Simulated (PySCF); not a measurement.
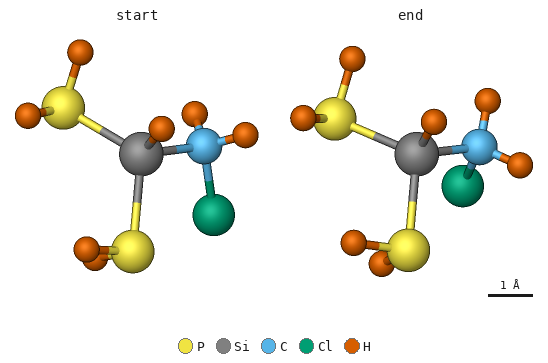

The structure of CH$_{7}$ClP$_{2}$Si before (left) and after (right) a relaxation, at one scale.

The picture is a ball-and-stick view, seen at a tilt.

The start comes from GFN2-xTB.

The calculation used PBE0-D3(BJ)/def2-SVP geometry optimisation, gas phase (PySCF). 

> What changed between the two?

The energy falls by 0.271 eV in 10 geometry steps. Largest force component: 1 eV/Å at the start, 0.01 eV/Å at the end. The largest move after the best rigid fit is that of the Cl atom, 1.09 Å. By element the largest moves are Cl 1.09 Å, H 0.76 Å, P 0.31 Å, C 0.06 Å, Si 0.03 Å. Some distances before and after: Cl–P 3.056 → 3.771 Å, H–P 1.385 → 1.430 Å, C–Si 1.927 → 1.897 Å, H–Si 1.474 → 1.498 Å. Bond angles that change, for instance: P–Si–C 102.6° → 107.0°, P–Si–P 115.5° → 111.9°, Si–C–Cl 108.0° → 110.1°. Groups turn about C–Si by about 45°. The run took of the order of 60 core-seconds on a shared host.
